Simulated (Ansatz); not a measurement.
```xyz
10

W     0.0202    0.4623    0.6761
H    -0.5139   -1.4368    0.9249
H     1.5257    0.0308   -0.0015
F     0.1361    2.3374    0.5104
H    -1.5278    0.1902    0.0084
H     0.2932   -1.4963    0.9042
H    -0.0354   -0.4848   -0.7303
N     0.0222    0.1623    2.6171
H    -0.0164   -0.6532    3.2196
H     0.0960    1.0181    3.1710
```

Core potentials replace the inner electrons of W.

Method: UKS B3LYP-D4/def2-SVP in Ansatz 0.2.0.

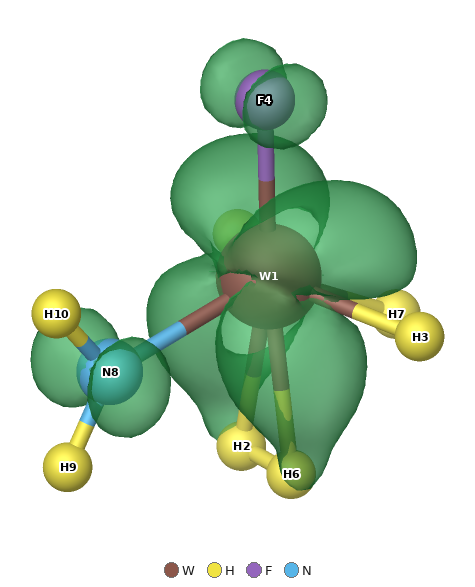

FH$_{7}$NW (doublet). Isosurfaces of the spin density (α minus β) at +0.03 (green) and −0.03 e/Å³ (red), seen at an oblique angle.

Which atoms carry the spin?

The unpaired spin (1 electron) lies mostly on W1 (about 0.7), N8 (about 0.1) and F4 (about 0.1), in electrons by Hirshfeld's partition.
